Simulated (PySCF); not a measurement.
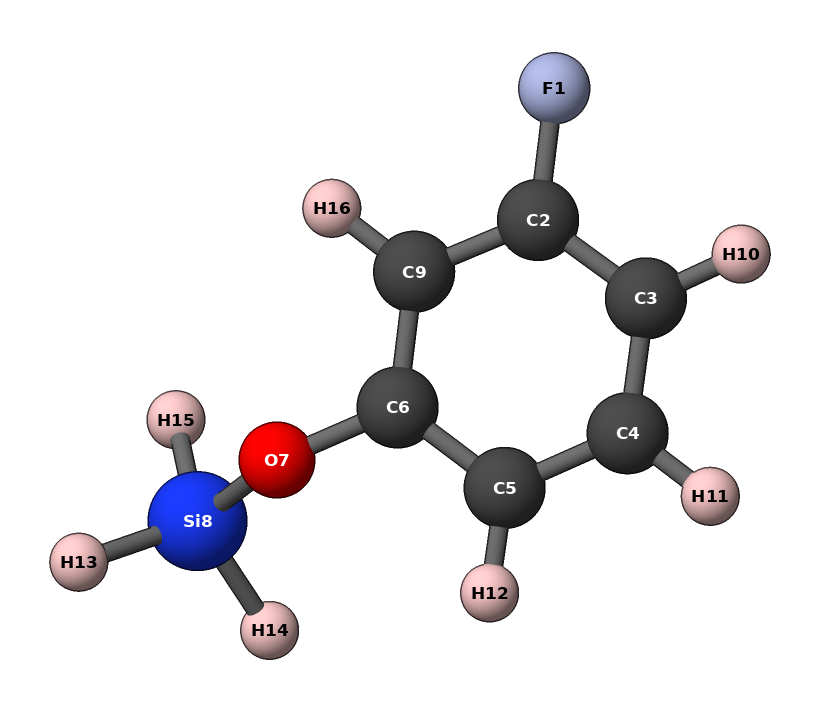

Geometry: an image of a reaction path computed with GFN2-xTB, not a minimum. Properties computed with GIAO PBE0/pcSseg-1 NMR shielding, non-relativistic, gas phase (PySCF 2.14.0). Principal shieldings σ11 ≤ σ22 ≤ σ33, span Ω = σ33 − σ11, skew κ = 3(σiso − σ22)/Ω.

Which C atom has the most anisotropic shielding?

Answer. C4, with a span of 235 ppm.

Give the shielding tensors of the C atoms.

```tsv
atom	σ11	σ22	σ33	σiso	Ω	κ
C2	−73.6	29.8	83.1	13.1	156.7	−0.32
C3	−11.4	56.8	169.7	71.7	181.1	0.25
C4	−57.6	33.0	177.4	50.9	235.0	0.23
C5	−21.9	54.9	165.9	66.3	187.8	0.18
C6	−71.3	26.2	113.2	22.7	184.5	−0.06
C9	5.2	59.5	156.0	73.6	150.9	0.28
```

Shieldings and span in ppm.
